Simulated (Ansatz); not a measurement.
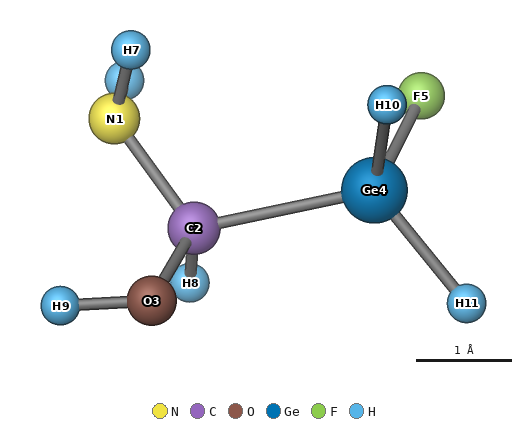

Fig. 1: The structure as given in the input (ball-and-stick view, seen at a tilt; atoms are numbered from 1 in the order of the input). Sticks mark near contacts.

# Two runs on CH6FGeNO

System: CH6FGeNO, SMILES N[CH](O)[GeH2][F].
Method of the first run: RKS PBE-D4/def2-TZVPP (Ansatz 0.2.0).

The geometry comes from this level: PBE0-D4/def2-TZVP. Text and figures count atoms from 1; the logs count them from 0 in places.

Input, the first run:
```yaml
crystal:
  periodic: [false, false, false]
  atoms:
    - {symbol: N, position_ang: [-0.427934, 1.021222, 1.048140]}
    - {symbol: C, position_ang: [-0.225663, -0.306674, 0.532003]}
    - {symbol: O, position_ang: [0.785951, -0.964726, 1.254250]}
    - {symbol: Ge, position_ang: [0.357915, -0.390327, -1.358169]}
    - {symbol: F, position_ang: [-0.900552, 0.486745, -2.207601]}
    - {symbol: H, position_ang: [-1.316970, 1.405471, 0.756759]}
    - {symbol: H, position_ang: [0.307359, 1.662676, 0.775680]}
    - {symbol: H, position_ang: [-1.187343, -0.831041, 0.619537]}
    - {symbol: H, position_ang: [0.623328, -0.779605, 2.187728]}
    - {symbol: H, position_ang: [1.647128, 0.420665, -1.579306]}
    - {symbol: H, position_ang: [0.402181, -1.781607, -2.008223]}
basis:
  gaussian: {orbitals: def2-TZVPP}
hamiltonian: {xc: pbe, dispersion: d4}
output: {forces: true, orbitals: {seedname: orbitals}}
```

Launched with:
```bash
ansatz run in.yaml --threads 4 --pin off --events-out ev --progress --plain --max-ram 10444MiB
```

Hardware: 4 threads of Arm Neoverse V1, 23 GiB of memory available, shared host.

Output (the first run):
```
Functional definition: PBE
  parameter kappa = 0.804
  parameter beta = 0.06672455060314922
  exchange = pbe_x(kappa = kappa, mu = beta*pi^2/3)
  correlation = pbe_c(beta = beta)
1354 factors; their error is unknown
mean field evaluation 1: about -63880.8707 eV, gradient 8.8e1 eV
mean field evaluation 2: about -63817.0795 eV, gradient 1.9e2 eV
mean field evaluation 4: about -63893.8192 eV, gradient 1.5e1 eV
mean field evaluation 8: about -63894.2527 eV, gradient 1.1e-1 eV
mean field evaluation 16: about -63894.2227 eV, gradient 4.6e-4 eV
mean field -63894.22267710 eV, -2348.0693743237 hartree, gradient 4.0e-5 eV, S^2 0.000000; 0 other end points of the search recorded, 0 dependent functions left out
the calculation of the forces begins
reference -63894.22271568 eV, -2348.0693757416 hartree; 34, 34 occupied and 222, 222 virtual orbitals, 1354 factors
Total energy: -63894.42931279 eV, -2348.0769680452 hartree
Atom 0 at    -0.427934     1.021222     1.048140 Å, force    -0.040349    -0.018038     0.292342 eV/Å
Atom 1 at    -0.225663    -0.306674     0.532003 Å, force    -0.162991     0.046856    -0.034154 eV/Å
Atom 2 at     0.785951    -0.964726     1.254250 Å, force     0.510927    -0.373772    -0.207983 eV/Å
Atom 3 at     0.357915    -0.390327    -1.358169 Å, force     0.352982    -0.275462     0.115257 eV/Å
Atom 4 at    -0.900552     0.486745    -2.207601 Å, force    -0.444929     0.311148    -0.301114 eV/Å
Atom 5 at    -1.316970     1.405471     0.756759 Å, force    -0.312577     0.156068    -0.087958 eV/Å
Atom 6 at     0.307359     1.662676     0.775680 Å, force     0.252854     0.236736    -0.094322 eV/Å
Atom 7 at    -1.187343    -0.831041     0.619537 Å, force    -0.248018    -0.097805    -0.023907 eV/Å
Atom 8 at     0.623328    -0.779605     2.187728 Å, force    -0.082261     0.093103     0.471851 eV/Å
Atom 9 at     1.647128     0.420665    -1.579306 Å, force     0.163830     0.103428    -0.022409 eV/Å
Atom 10 at     0.402181    -1.781607    -2.008223 Å, force     0.010531    -0.182262    -0.107604 eV/Å
Dipole moment:     0.001547     0.071511     0.313037 e Å
```

The input of the second run differs as follows (lines with − go, lines with + come):
```diff
-hamiltonian: {xc: pbe, dispersion: d4}
+hamiltonian: {xc: {name: B3LYP}, dispersion: d4}
```

How does the second run compare with the first run?

The total energies belong to different models, so their difference says nothing on which is more stable or more accurate. The largest force goes from 0.666 to 0.347 eV/Å. The HOMO goes from −5.77 to −6.92 eV. The LUMO goes from −0.69 to −0.07 eV. The dipole moment goes from 1.54 to 1.47 D. On the same kind of shared host the second run took about 2 times as long.

Output (the second run):
```
Functional definition: B3LYP
  parameter a0 = 0.2
  parameter ax = 0.72
  parameter ac = 0.81
  exchange = (1 - a0 - ax)*slater_x + ax*b88_x + a0*exact_x
  correlation = (1 - ac)*vwn_rpa_c + ac*lyp_c
1385 factors; their error is unknown
mean field evaluation 1: about -63901.3794 eV, gradient 8.0e1 eV
mean field evaluation 2: about -63880.9254 eV, gradient 1.3e2 eV
mean field evaluation 4: about -63911.9362 eV, gradient 6.8e0 eV
mean field evaluation 8: about -63912.0067 eV, gradient 3.0e-1 eV
mean field evaluation 16: about -63912.2268 eV, gradient 3.6e-4 eV
mean field -63912.22682017 eV, -2348.7310143778 hartree, gradient 4.8e-5 eV, S^2 0.000000; 0 other end points of the search recorded, 0 dependent functions left out
the calculation of the forces begins
reference -63912.22707762 eV, -2348.7310238390 hartree; 34, 34 occupied and 222, 222 virtual orbitals, 1385 factors
Total energy: -63912.55952818 eV, -2348.7432411717 hartree
Atom 0 at    -0.427934     1.021222     1.048140 Å, force    -0.049698     0.224471     0.043569 eV/Å
Atom 1 at    -0.225663    -0.306674     0.532003 Å, force    -0.312990    -0.105219    -0.107316 eV/Å
Atom 2 at     0.785951    -0.964726     1.254250 Å, force     0.201904    -0.144536     0.185615 eV/Å
Atom 3 at     0.357915    -0.390327    -1.358169 Å, force     0.271726    -0.169697    -0.037026 eV/Å
Atom 4 at    -0.900552     0.486745    -2.207601 Å, force    -0.224743     0.156719    -0.152175 eV/Å
Atom 5 at    -1.316970     1.405471     0.756759 Å, force     0.000152     0.027191     0.020025 eV/Å
Atom 6 at     0.307359     1.662676     0.775680 Å, force    -0.009273     0.025546     0.019732 eV/Å
Atom 7 at    -1.187343    -0.831041     0.619537 Å, force     0.060438     0.029149    -0.009267 eV/Å
Atom 8 at     0.623328    -0.779605     2.187728 Å, force     0.051902    -0.034609     0.049615 eV/Å
Atom 9 at     1.647128     0.420665    -1.579306 Å, force     0.009249     0.004954    -0.002708 eV/Å
Atom 10 at     0.402181    -1.781607    -2.008223 Å, force     0.001333    -0.013969    -0.010064 eV/Å
Dipole moment:     0.013880     0.052153     0.301249 e Å
```

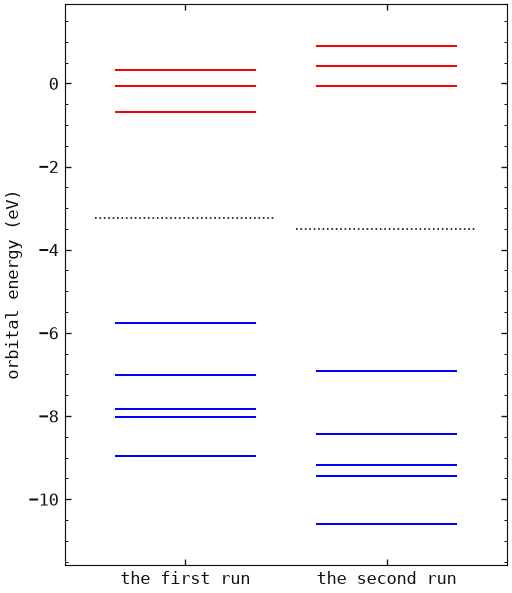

Fig. 2: The five highest filled and three lowest empty orbital energies of the two runs; the dotted lines part filled from empty levels. The HOMO–LUMO gap is 5.09 eV in the first run and 6.85 eV in the second run.

The two runs side by side:

| quantity | the first run | the second run |
| --- | --- | --- |
| outcome | converged | converged |
| total energy (hartree) | −2348.076968 | −2348.743241 |
| HOMO (eV) | −5.77 | −6.92 |
| LUMO (eV) | −0.69 | −0.07 |
| dipole moment (D) | 1.54 | 1.47 |
| largest force (eV/Å) | 0.666 | 0.347 |
| basis functions | 256 | 256 |
| wall time (shared host) | 3 s | 6 s |
